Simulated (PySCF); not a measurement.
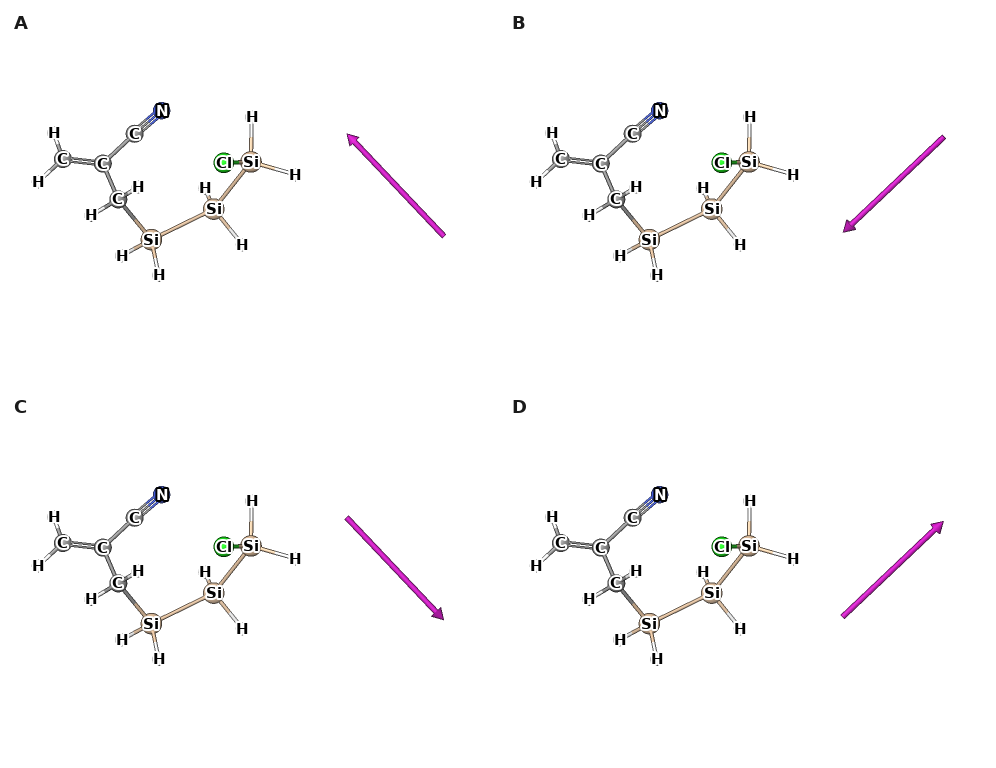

The same molecule four times, each with an arrow. The geometry was computed by an optimisation with GFN2-xTB. No frequency run is at hand to confirm it as a minimum. Properties computed with PBE0/pcSseg-1, gas phase (PySCF 2.14.0).

**Which arrow points along the dipole moment, from the negative to the positive end?**

B. The dipole moment is 3.19 D.

The geometry is semi-empirical. Around Si such bond lengths and angles can be off by a tenth of an ångström or more and by several degrees, and values that hang on the shape move with them.
